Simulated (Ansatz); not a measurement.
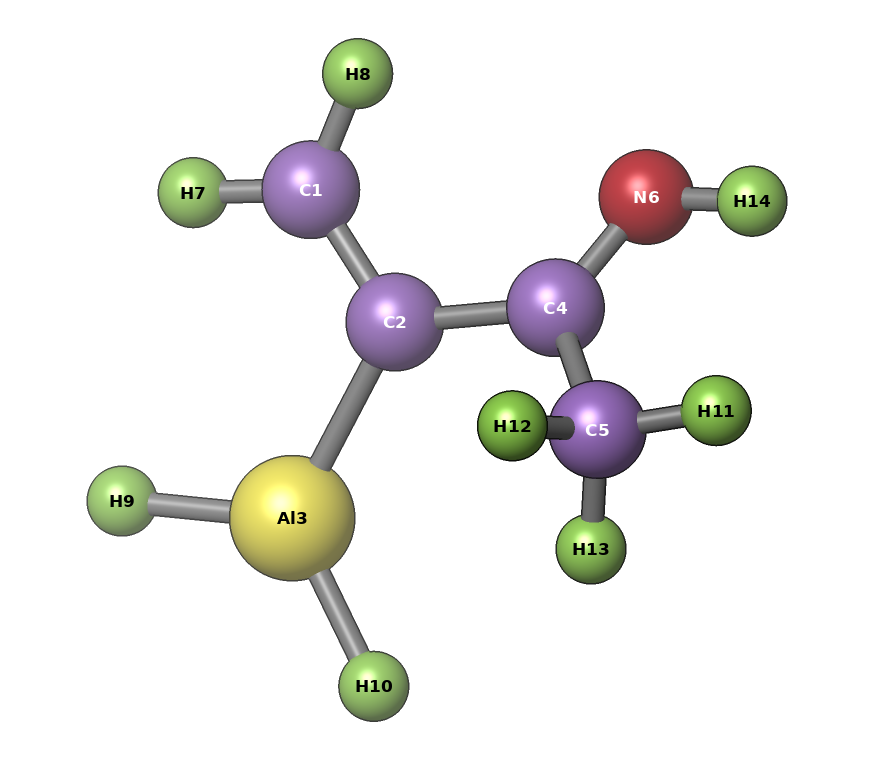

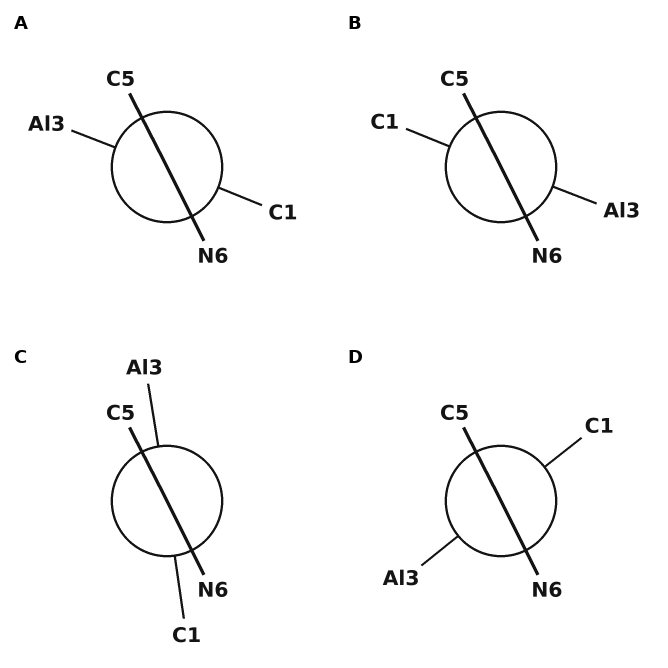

Distant atoms are faded towards the background colour. Bonds that would overlap in a projection are set slightly apart. The computed structure is the end point of a PBE0-D4/def2-TZVP optimisation. No frequency run is at hand to confirm it as a minimum.

> Which Newman projection shows the view along C4–C2, with C4 in front?

A. The torsion angle N6–C4–C2–Al3 is 137°, anticlinal.
